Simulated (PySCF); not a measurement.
Input

```
{"job": {"kind": "uv", "xc": "PBE0", "basis": "def2-SVPD", "nstates": 8, "ntriplets": 3}, "charge": 0, "multiplicity": 1}
N     -3.503958     1.431271    -1.218926
C     -2.565734     0.840902    -0.917665
C     -1.408305     0.151775    -0.518814
C     -1.483171    -0.622408     0.819615
Si    -0.336170     0.861708     0.897306
C      1.537531     0.634539     0.797284
Si     2.171288    -0.934768    -0.084507
H     -0.926090    -0.365025    -1.340592
H     -2.450225    -0.585056     1.303292
H     -1.101156    -1.633100     0.776259
H     -0.848905     2.063013     1.539666
H      1.927338     0.644683     1.814856
H      1.965890     1.508760     0.306717
H      1.656548    -2.117403     0.608505
H      1.722402    -0.928803    -1.477894
H      3.635116    -0.941144    -0.049028
```

Run with:

```sh
OMP_NUM_THREADS=1 python probes_run.py task.json out
```

Geometry: GFN2-xTB.

Level of theory: PBE0/def2-SVPD, SCF density, gas phase (PySCF).

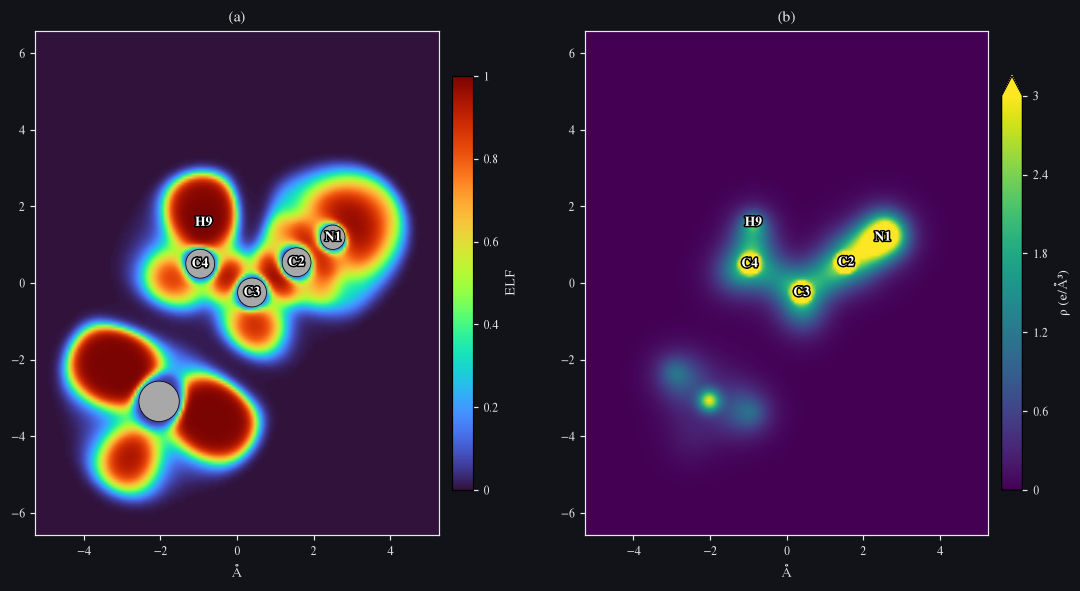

C4H9NSi2. (a) electron localisation function; (b) total electron density on the plane of atoms C2, C3 and C4. Grey discs cover the atomic cores in the ELF map.

Q: Interpret the plot.

A:
- The section cuts through N, C and H sites.
- C–N (1.15 Å): the density is about 3.5 e/Å³ at the midpoint; the ELF peaks at about 0.85 between the atoms: a short, multiple covalent bond.
- C–C (1.40 Å): ρ at the midpoint is about 2 e/Å³; the ELF peaks at about 0.95 between the atoms (a covalent bond).
- C–H (1.08 Å): the density is about 2 e/Å³ at the midpoint; the ELF climbs to about 1 towards the hydrogen, as it does in any bond to H (an ordinary covalent bond to hydrogen).
- C–C (1.55 Å): ρ at the midpoint is about 1.5 e/Å³; the ELF peaks at about 0.90 between the atoms; a covalent bond.
- The ELF also peaks beside N1, away from the bonds: lone-pair regions.
